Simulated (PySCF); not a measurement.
# C₆H₁₀FN: magnetic properties

Aim: compute the magnetic properties of C₆H₁₀FN (`C=C(F)/C(C)=C\CN`).

Programs: PySCF 2.14.0, with routines of our own; each step states its level. All values are computed. Atoms count from 0.

## 1. The system as given

18 atoms, charge 0, multiplicity 1; geometry from: GFN2-xTB.

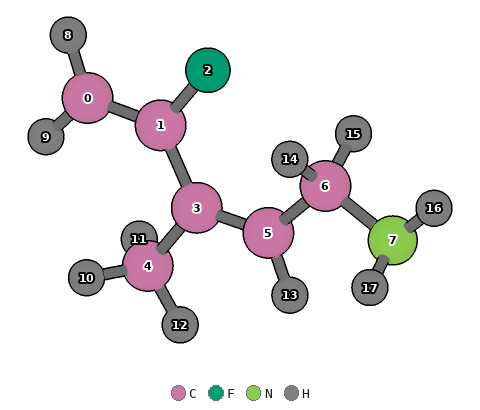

The starting geometry (carbon pink, fluorine teal, nitrogen green, hydrogen grey).

## 2. Magnetic properties: GIAO wB97X-D/pcSseg-1

What the job is given:

```
{"job": {"kind": "mag", "xc": "wB97X-D", "basis": "pcSseg-1", "isotopologues": 2}, "charge": 0, "multiplicity": 1}
C      2.253261     1.630112    -0.229524
C      1.042875     1.150946     0.039296
F      0.082958     2.060098     0.355475
C      0.618015    -0.243331     0.043399
C      1.710866    -1.250867    -0.184572
C     -0.642891    -0.648605     0.234676
C     -1.870454     0.178627     0.454585
N     -3.037953    -0.690197     0.512107
H      2.436751     2.689031    -0.191925
H      3.074391     0.993137    -0.488901
H      2.164929    -1.107922    -1.164019
H      2.488262    -1.148764     0.570570
H      1.309422    -2.258979    -0.134462
H     -0.841585    -1.711841     0.235057
H     -1.946149     0.954258    -0.326129
H     -1.798070     0.698908     1.415992
H     -3.868087    -0.148104     0.724004
H     -3.185300    -1.140189    -0.385831
```

Level: GIAO wB97X-D/pcSseg-1 magnetisability, rotational g tensor and spin-rotation constants, non-relativistic, gas phase.

Command:

```bash
> OMP_NUM_THREADS=1 python excited_run.py task.json out
```

The driver reads the jobs from task.json and runs them one after another.

Log:

```text
coarse grid: 14864 points
cycle   1  E = -388.9064451499  dE =  1.238e+00  |g| = 5.853e-01  |ddm| = 3.821e+00
cycle   2  E = -388.9198639946  dE = -1.342e-02  |g| = 6.002e-01  |ddm| = 8.611e-01
cycle   3  E = -388.9772542173  dE = -5.739e-02  |g| = 6.400e-02  |ddm| = 4.096e-01
cycle   4  E = -388.9779646658  dE = -7.104e-04  |g| = 2.949e-02  |ddm| = 6.843e-02
cycle   5  E = -388.9781491057  dE = -1.844e-04  |g| = 8.825e-03  |ddm| = 3.246e-02
cycle   6  E = -388.9781669316  dE = -1.783e-05  |g| = 2.010e-03  |ddm| = 9.945e-03
cycle   7  E = -388.9781682824  dE = -1.351e-06  |g| = 6.263e-04  |ddm| = 2.789e-03
final grid: 143568 points
cycle   8  E = -389.0338646671  dE = -2.212e-04  |g| = 6.929e-03  |ddm| = 5.137e-02
cycle   9  E = -389.0338663008  dE = -1.634e-06  |g| = 7.132e-03  |ddm| = 1.248e-02
cycle  10  E = -389.0338742301  dE = -7.929e-06  |g| = 6.651e-04  |ddm| = 4.849e-03
cycle  11  E = -389.0338743110  dE = -8.089e-08  |g| = 4.260e-04  |ddm| = 1.346e-03
cycle  12  E = -389.0338743492  dE = -3.823e-08  |g| = 7.007e-05  |ddm| = 4.075e-04
cycle  13  E = -389.0338743510  dE = -1.769e-09  |g| = 2.957e-05  |ddm| = 1.467e-04
cycle  14  E = -389.0338743513  dE = -3.406e-10  |g| = 9.398e-06  |ddm| = 5.969e-05
converged SCF energy = -389.0338743513

Magnetisability tensor (1e-30 J/T^2)
    -1205.42      -12.50      -30.08
      -12.50    -1065.29       14.23
      -30.08       14.23    -1315.63
isotropic -1195.45   principal values   -1323.75  -1199.56  -1063.03
isotropic susceptibility -71.992 1e-6 cm^3/mol

Inertial axes            a          b          c
rot. const./GHz      3.3141     1.3124     0.9561
chi total           -71.963    -64.365    -79.647
chi diamagnetic    -466.994  -1034.689  -1376.553
chi paramagnetic    395.031    970.324   1296.906
quadrupole/D A        4.886     -0.440     -4.446
g nuclear            0.5919     0.5864     0.5817
g electronic        -0.6150    -0.5983    -0.5825
g total             -0.0232    -0.0119    -0.0008

Spin-rotation constants (kHz, H = +C I.J)
atom  isotope        aa         bb         cc
  2    19F        4.783      1.596      0.579
  7    14N        0.123      0.046      0.052
  8     1H       -0.206      0.057     -0.113
  9     1H       -0.135      0.022     -0.117
 10     1H       -0.232     -0.133     -0.017
 11     1H       -0.192     -0.135     -0.027
 12     1H       -0.194     -0.018     -0.115
 13     1H       -0.185      0.080     -0.116
 14     1H       -0.320     -0.045     -0.010
 15     1H       -0.339     -0.070      0.005
 16     1H       -0.192     -0.063     -0.114
 17     1H       -0.371     -0.122     -0.026
  0    13C*       0.864      0.518      0.126
  1    13C*       1.082      0.720      0.260
  3    13C*       1.037      0.637      0.136
  4    13C*       0.479      0.175      0.160
  5    13C*       1.144      0.630      0.192
  6    13C*       0.583      0.253      0.177
* in the singly substituted isotopologue

Isotopologues: g along a, b, c
2H    at 8,9,10,11,12,1    -0.0197    -0.0101    -0.0007
13C   at 0                 -0.0231    -0.0117    -0.0008
```

Wall time 84 s (1 thread of Arm Neoverse N1, shared host); peak memory 0.97 GiB.

Key values:

| quantity | value |
| --- | --- |
| magnetisability | -1195·10⁻³⁰ J/T² |
| molar susceptibility | -72.0·10⁻⁶ cm³/mol |
| rotational g (a, b, c) | -0.0232, -0.0119, -0.0008 |

Orbitals, density, ELF and potential are computed afterwards from the orbital file.

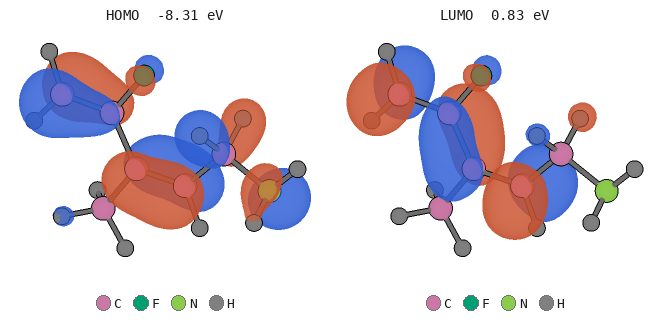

wB97X-D/pcSseg-1 orbitals near the gap, drawn at the value that encloses 70 % of each; the two colours are the two signs.

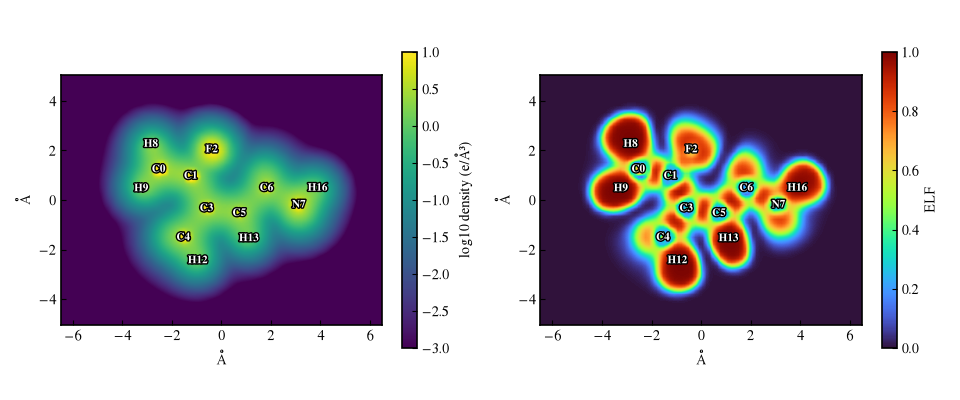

Density (left) and ELF (right) in a plane through or near 13 of the atoms.

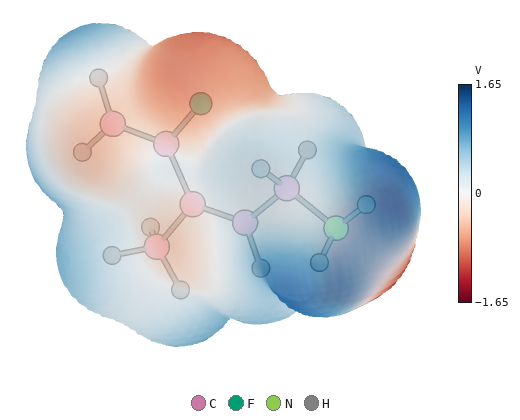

The potential that a unit positive charge feels on the 0.002 e/bohr³ surface, from -1.65 V near N7 to 1.25 V near H17.

## 3. Magnetic properties: GIAO B97-2/def2-SVP

The job, as its differences from that of step 2:

```diff
@@ -1,4 +1,4 @@
-{"job": {"kind": "mag", "xc": "wB97X-D", "basis": "pcSseg-1", "isotopologues": 2}, "charge": 0, "multiplicity": 1}
+{"job": {"kind": "mag", "xc": "B97-2", "basis": "def2-SVP", "scf": {"guess": "1e", "max_cycle": 98}}, "charge": 0, "multiplicity": 1}
 C      2.253261     1.630112    -0.229524
-C      1.042875     1.150946     0.039296
+C      1.284952     1.246779    -0.014468
 F      0.082958     2.060098     0.355475
```

Method: GIAO B97-2/def2-SVP magnetisability, rotational g tensor and spin-rotation constants, non-relativistic, gas phase.

Log:

```text
final grid: 143568 points
cycle   1  E = -251.1235923855  dE =  5.790e+01  |g| = 1.283e+01  |ddm| = 8.110e+01
cycle   2  E = -205.6185760827  dE =  4.551e+01  |g| = 1.829e+01  |ddm| = 8.533e+01
cycle   3  E = -337.0683022492  dE = -1.314e+02  |g| = 9.850e+00  |ddm| = 5.224e+01
cycle   4  E = -353.8250195711  dE = -1.676e+01  |g| = 7.555e+00  |ddm| = 2.626e+01
cycle   5  E = -279.0099524029  dE =  7.482e+01  |g| = 1.382e+01  |ddm| = 6.346e+01
cycle   6  E = -377.8347033556  dE = -9.882e+01  |g| = 4.595e+00  |ddm| = 5.894e+01
cycle   7  E = -385.3873933220  dE = -7.553e+00  |g| = 2.950e+00  |ddm| = 1.038e+01
cycle   8  E = -388.2017176931  dE = -2.814e+00  |g| = 1.418e+00  |ddm| = 5.253e+00
cycle   9  E = -388.5756219846  dE = -3.739e-01  |g| = 4.407e-01  |ddm| = 1.544e+00
cycle  10  E = -388.6078125884  dE = -3.219e-02  |g| = 2.121e-01  |ddm| = 6.051e-01
cycle  11  E = -388.6177554301  dE = -9.943e-03  |g| = 1.004e-01  |ddm| = 3.402e-01
cycle  12  E = -388.6200617695  dE = -2.306e-03  |g| = 2.973e-02  |ddm| = 1.225e-01
cycle  13  E = -388.6202638056  dE = -2.020e-04  |g| = 1.316e-02  |ddm| = 4.104e-02
cycle  14  E = -388.6203053007  dE = -4.150e-05  |g| = 2.166e-03  |ddm| = 1.974e-02
cycle  15  E = -388.6203063108  dE = -1.010e-06  |g| = 7.099e-04  |ddm| = 3.225e-03
cycle  16  E = -388.6203064238  dE = -1.131e-07  |g| = 1.930e-04  |ddm| = 1.077e-03
cycle  17  E = -388.6203064332  dE = -9.345e-09  |g| = 3.971e-05  |ddm| = 2.790e-04
cycle  18  E = -388.6203064335  dE = -3.376e-10  |g| = 1.426e-05  |ddm| = 6.601e-05
converged SCF energy = -388.6203064335

Magnetisability tensor (1e-30 J/T^2)
    -1201.53       15.93      -19.41
       15.93    -1079.58        5.00
      -19.41        5.00    -1284.93
isotropic -1188.68   principal values   -1289.56  -1198.98  -1077.51
isotropic susceptibility -71.584 1e-6 cm^3/mol

Inertial axes            a          b          c
rot. const./GHz      3.3111     1.2826     0.9399
chi total           -70.873    -66.263    -77.616
chi diamagnetic    -466.148  -1047.726  -1391.933
chi paramagnetic    395.275    981.462   1314.316
quadrupole/D A        8.927     -3.987     -4.940
g nuclear            0.5923     0.5845     0.5806
g electronic        -0.6149    -0.5914    -0.5804
g total             -0.0226    -0.0069     0.0002

Spin-rotation constants (kHz, H = +C I.J)
atom  isotope        aa         bb         cc
  2    19F        5.239      1.180      1.435
  7    14N        0.119      0.043      0.046
  8     1H       -0.214      0.033     -0.112
  9     1H       -0.144     -0.002     -0.117
 10     1H       -0.238     -0.135     -0.017
 11     1H       -0.197     -0.138     -0.026
 12     1H       -0.187     -0.021     -0.115
 13     1H       -0.168      0.076     -0.114
 14     1H       -0.321     -0.041     -0.009
 15     1H       -0.344     -0.067      0.005
 16     1H       -0.200     -0.061     -0.114
 17     1H       -0.376     -0.122     -0.025
  0    13C*       0.582      0.369      0.079
  1    13C*       0.875      0.531      0.273
  3    13C*       1.062      0.549      0.147
  4    13C*       0.460      0.154      0.140
  5    13C*       1.028      0.559      0.169
  6    13C*       0.511      0.228      0.160
* in the singly substituted isotopologue
```

Wall time 55 s (1 thread of Arm Neoverse N1, shared host); peak memory 0.82 GiB.

A normal end doesn't make this result sound: one atom of the first bond was moved so that the bond is 0.8 times as long.

## 4. What came out

| quantity | value |
| --- | --- |
| magnetisability (step 2, GIAO wB97X-D/pcSseg-1) | -1195·10⁻³⁰ J/T² |
| molar susceptibility (step 2, GIAO wB97X-D/pcSseg-1) | -72.0·10⁻⁶ cm³/mol |
| rotational g (a, b, c) (step 2, GIAO wB97X-D/pcSseg-1) | -0.0232, -0.0119, -0.0008 |
| surface potential, least and greatest | -1.65 V and 1.25 V |
| runs | 0 failed, 1 ended on unsound input |

The values above hold for this geometry and these levels alone. Vibrational averaging and real surroundings are missing from these values.
